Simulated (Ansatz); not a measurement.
A series of calculations on C2H5NS

## 1. Relaxation

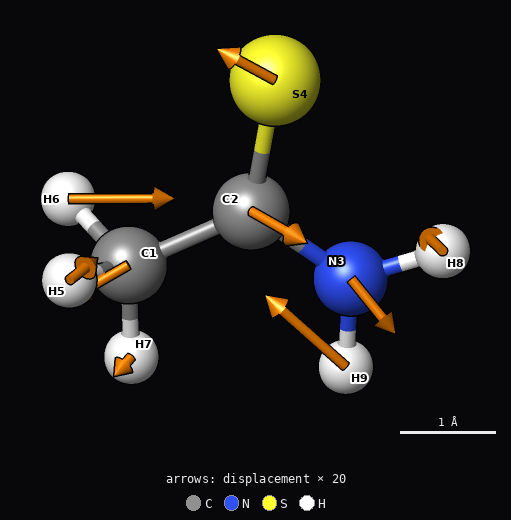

A relaxation of C₂H₅NS. The starting structure is drawn; orange arrows show the displacements, magnified 20 times. The two geometries are superimposed by the best rigid fit.

A ball-and-stick model, seen at a tilt.

The run prepares an end point of a later path (hydrogen shift) calculation, from a guessed geometry.

Theory: Ansatz, RKS PBE0/6-31G*.

Input
```yaml
crystal:
  periodic: [false, false, false]
  atoms:
    - { symbol: C, position_ang: [-0.6341, 0.8082, -0.2546] }
    - { symbol: C, position_ang: [-0.0077, -0.4903, -0.2869] }
    - { symbol: "N", position_ang: [0.9086, -0.7078, 0.6535] }
    - { symbol: S, position_ang: [-0.2956, -1.6518, -1.4098] }
    - { symbol: H, position_ang: [-0.5078, 1.3659, -1.2318] }
    - { symbol: H, position_ang: [-1.7606, 0.74, -0.1264] }
    - { symbol: H, position_ang: [-0.2734, 1.481, 0.5494] }
    - { symbol: H, position_ang: [1.4601, -1.5849, 0.6801] }
    - { symbol: H, position_ang: [1.199, -0.0065, 1.4093] }
basis:
  gaussian: { orbitals: "6-31G*" }
hamiltonian:
  xc: pbe0
relax:
  f_tol: 0.02
  max_steps: 50
```

Launched with:
```bash
ansatz run input.yaml --threads 1 --pin off --max-ram 2048MiB --backend cpu --events-out ev --progress --plain --runs-dir out
```

Question: Atoms of which element are displaced furthest, and by how much?

Answer: Hydrogen: up to 0.061 Å, against 0.041 Å for carbon.

Question: Describe the change and its energy.

Answer: After 6 geometry steps the energy has fallen by 25.5 kJ/mol. Largest force component: 2.9 eV/Å at the start, 0.011 eV/Å at the end. The atom that moves furthest after the best rigid fit is H9 (0.061 Å). By element the largest moves are H 0.061 Å, C 0.041 Å, N 0.039 Å, S 0.038 Å. Near-neighbour distances that change, for instance: C1–C2 1.442 → 1.506 Å, N3–H9 1.071 → 1.009 Å, C1–H6 1.136 → 1.094 Å, C1–H5 1.132 → 1.093 Å. Among the angles between lasting bonds that change: H8–N3–H9 113.1° → 118.7°, H5–C1–H6 103.7° → 107.1°, N3–C2–S4 119.3° → 122.4°. The run took 34 s on 1 thread of Intel(R) Xeon(R) Processor @ 2.70GHz (shared host), peak memory 0.15 GiB.

## 2. Relaxation

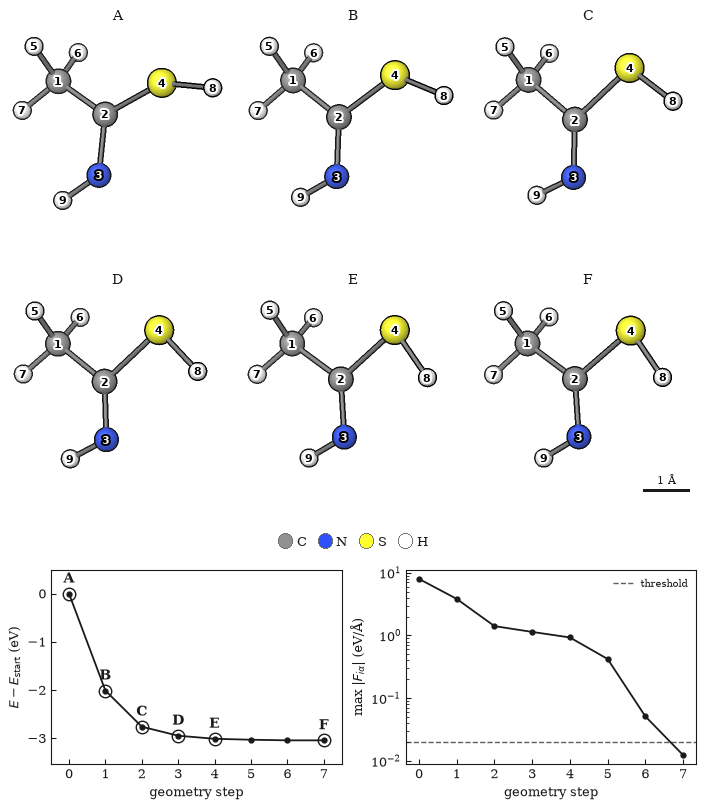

Frames of a relaxation of C₂H₅NS, marked on the history of the run. A ball-and-stick model, seen at a tilt.

The run prepares an end point of a later path (hydrogen shift) calculation, from a guessed geometry.

These are results of RKS PBE0/6-31G* (Ansatz 0.2.0), not measurements. Settings: no spin polarisation; force threshold 0.02 eV/Å; at most 50 steps.

Describe the path.

After 7 geometry steps the energy has fallen by 3.043 eV. Largest force component: 8 eV/Å at the start, 0.012 eV/Å at the end. The atom that moves furthest after the best rigid fit is H8 (0.77 Å). Largest moves by element: H 0.77 Å, S 0.36 Å, N 0.28 Å, C 0.05 Å. Among the contacts that change: C2–S4 1.641 → 1.780 Å, C1–C2 1.442 → 1.505 Å, C2–N3 1.331 → 1.269 Å, N3–H9 1.071 → 1.023 Å. Bond angles that change, for instance: C2–S4–H8 150.7° → 94.5°, C2–N3–H9 125.3° → 110.0°, C1–C2–S4 125.2° → 112.7°. From step 0 to 1: H8 moves most (0.20 Å), energy −2.011 eV. From step 1 to 2: H8 moves most (0.19 Å), energy −0.749 eV. From step 2 to 3: H8 moves most (0.20 Å), energy −0.187 eV. From step 3 to 4: H8 moves most (0.18 Å), energy −0.064 eV. From step 4 to 7: H atoms move most (0.04 Å), energy −0.032 eV.

```json
{"step": "0", "E − E(0), eV": "0.0000", "largest force component, eV/Å": "7.9659"}
{"step": "1", "E − E(0), eV": "-2.0114", "largest force component, eV/Å": "3.8268"}
{"step": "2", "E − E(0), eV": "-2.7603", "largest force component, eV/Å": "1.4095"}
{"step": "3", "E − E(0), eV": "-2.9471", "largest force component, eV/Å": "1.1390"}
{"step": "4", "E − E(0), eV": "-3.0109", "largest force component, eV/Å": "0.9293"}
{"step": "5", "E − E(0), eV": "-3.0304", "largest force component, eV/Å": "0.4218"}
{"step": "6", "E − E(0), eV": "-3.0431", "largest force component, eV/Å": "0.0514"}
{"step": "7", "E − E(0), eV": "-3.0432", "largest force component, eV/Å": "0.0124"}
```

## 3. Path

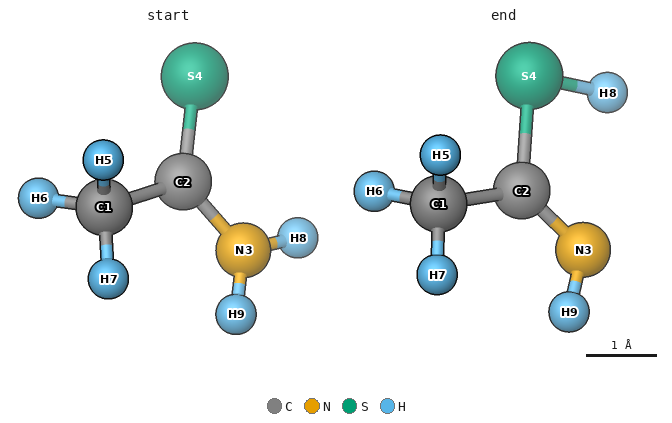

The two relaxed end points of a path for C2H5NS. Style: ball-and-stick. Shown from a free direction.

Computed with RKS PBE0/6-31G* (Ansatz).

Set-up: 7 movable images; climbing image; force threshold 0.05 eV/Å; iteration limit 58.

Start:
```xyz
9

C    -0.6473    0.8445   -0.2524
C     0.0326   -0.4986   -0.2916
N     0.9427   -0.7028    0.6714
S    -0.3211   -1.6422   -1.4359
H    -0.5140    1.3462   -1.2141
H    -1.7221    0.7003   -0.1114
H    -0.2702    1.4958    0.5444
H     1.4324   -1.5853    0.7052
H     1.1555   -0.0040    1.3672
```

End:
```xyz
9

C    -0.6501    0.8618   -0.2415
C     0.2424   -0.3063    0.0818
N     1.0903   -0.4045    1.0209
S     0.0153   -1.6742   -1.0349
H    -0.4708    1.2164   -1.2624
H    -1.7046    0.5721   -0.1735
H    -0.4670    1.6863    0.4537
H     0.9298   -2.4548   -0.4331
H     1.1032    0.4570    1.5719
```

> Predict the minimum-energy path and its barrier.

The energy climbs by 1.75 eV to image 4 and then falls by 1.13 eV, so the end point sits at +0.62 eV. A hydrogen atom shifts from one atom to another. Breaking: N3–H8 (1.01 → 1.40 at the top → 2.52 Å). Forming: S4–H8 (2.77 → 1.65 at the top → 1.34 Å). The band converged in 7 iterations, with a climbing image at the top. At the top, the vibrational analysis gives one imaginary mode (1708i cm⁻¹), as a transition state must have.

Energies of the converged images:

```json
{"image": "0", "path (Å)": "0.00", "E (eV)": "0.000"}
{"image": "1", "path (Å)": "0.26", "E (eV)": "0.085"}
{"image": "2", "path (Å)": "0.52", "E (eV)": "0.479"}
{"image": "3", "path (Å)": "0.77", "E (eV)": "1.269"}
{"image": "4", "path (Å)": "1.03", "E (eV)": "1.749"}
{"image": "5", "path (Å)": "1.30", "E (eV)": "1.383"}
{"image": "6", "path (Å)": "1.56", "E (eV)": "0.935"}
{"image": "7", "path (Å)": "1.83", "E (eV)": "0.689"}
{"image": "8", "path (Å)": "2.09", "E (eV)": "0.617"}
```

The geometry at the top of the path:

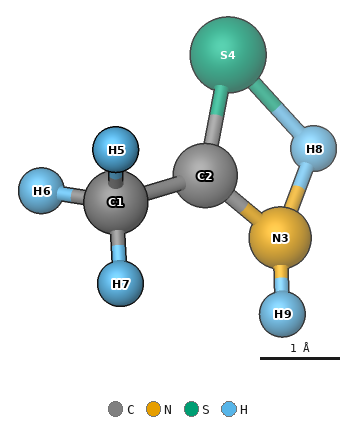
